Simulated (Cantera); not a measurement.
Feed: 1 mol Ti(NMe₂)₄, a varied amount of H₂O, equilibrated at 1923 K and 0.800 bar.

Method: chemical equilibrium by Gibbs-energy minimisation in Cantera with the NASA 1993 tables (ideal gas, pure condensed phases). Candidate condensed phases: C, C₆H₆, C₇H₈, C₈H₁₈, H₂O, Ti, TiC, TiN, TiO, TiO₂, Ti₂O₃, Ti₃O₅, Ti₄O₇; 139 gas species. The feed counts by its element totals alone. TiC: taken at fixed stoichiometry. Condensed phases not in the tables: Magnéli phases beyond Ti₄O₇. Gases not in the tables: TiO(OH)₂. Equilibrium is a limit: real reactors are often held back by kinetics, nucleation or transport.

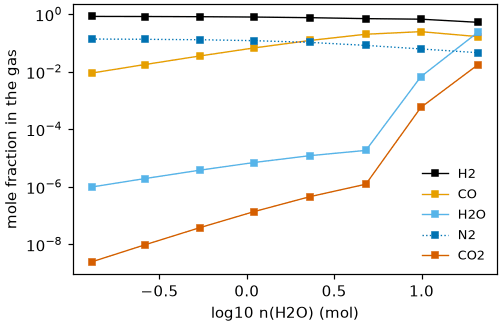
Fig. 1. Equilibrium gas composition (values under 1e-9 drawn at 1e-9)

From 0.13 mol H₂O to 4.8 mol H₂O the condensed part is C(graphite) + TiC(s). At 9.9 mol H₂O the condensed part is Ti₃O₅(s). At 21 mol H₂O the condensed part is TiO₂(rutile).
